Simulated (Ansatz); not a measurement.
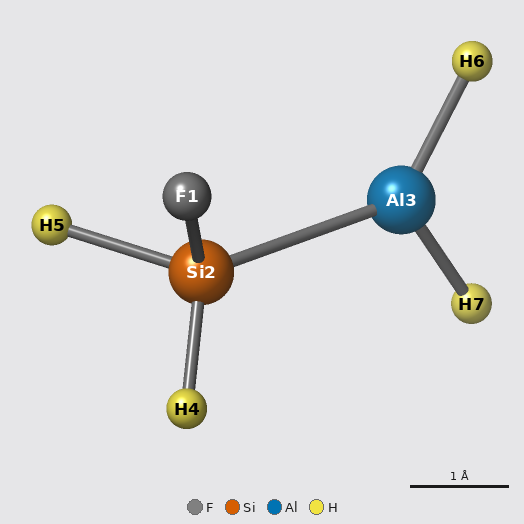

The picture comes from a calculation with Ansatz.

Geometry: atoms displaced at random (about 0.05 Å) from a stationary point of GFN2-xTB.

What is the geometry at Al3?

Answer. Al3 has 3 neighbours (Si2 at 2.51, H6 at 1.61, H7 at 1.65 Å); the arrangement is trigonal planar.
